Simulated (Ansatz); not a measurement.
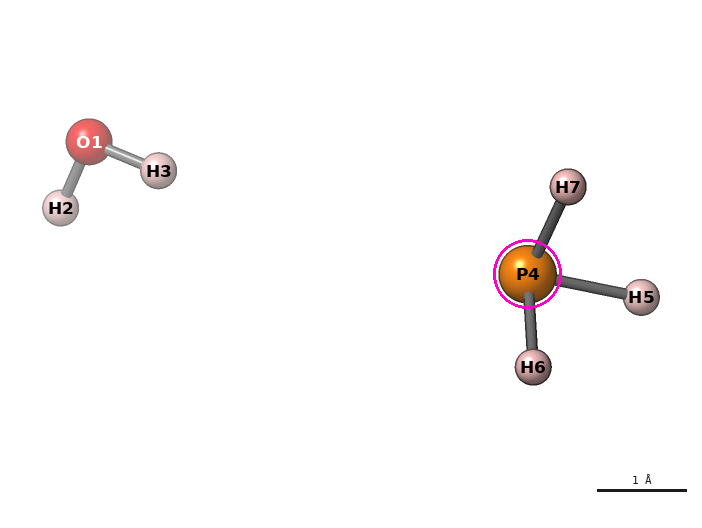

The picture comes from a calculation with Ansatz.

Orthographic view. Depth is shown by fading: the farther an atom, the more it takes the colour of the background. Geometry: a pair of rigid molecules at a changed separation.

**Which atoms are bonded to the circled atom?**

The circled atom is P4; it is bonded to H5, H6, H7.

**Which atom is farthest from the viewer?**

H2, 2.5 Å behind the mean position.

**Of P4 and H7, which is nearer the viewer?**

H7; the bond to P4 points away from the viewer, so it looks shorter than its 1.42 Å.
